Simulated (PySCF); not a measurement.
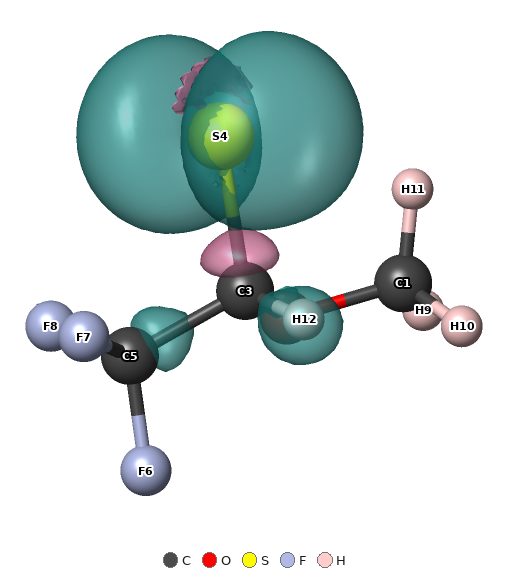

The picture shows: C₃H₄F₃OS (doublet). Isosurfaces of the spin density (α minus β) at +0.015 (teal) and −0.015 e/Å³ (pink), seen at a tilt.

Geometry: GFN2-xTB.

All numbers below come from UKS B3LYP, pcH-1 on C F H O S, non-relativistic, mean-field spin-orbit, GIAO in PySCF 2.14.0, density-fitted response routines.

```xyz
12

C    -1.8988   -0.2881   -0.0943
O    -0.5474   -0.4504   -0.4822
C     0.3610    0.1850    0.3330
S     0.5504   -0.5947    1.9746
C     1.7161    0.1612   -0.3863
F     1.6416    0.8040   -1.5571
F     2.6606    0.7812    0.3300
F     2.1479   -1.0703   -0.6361
H    -2.4836   -0.8368   -0.8276
H    -2.1813    0.7695   -0.1037
H    -2.0685   -0.7029    0.9038
H     0.1032    1.2416    0.5198
```

Describe the spin distribution.

The unpaired spin (1 electron) lies mostly on S4 (about 0.9), in electrons by Hirshfeld's partition.
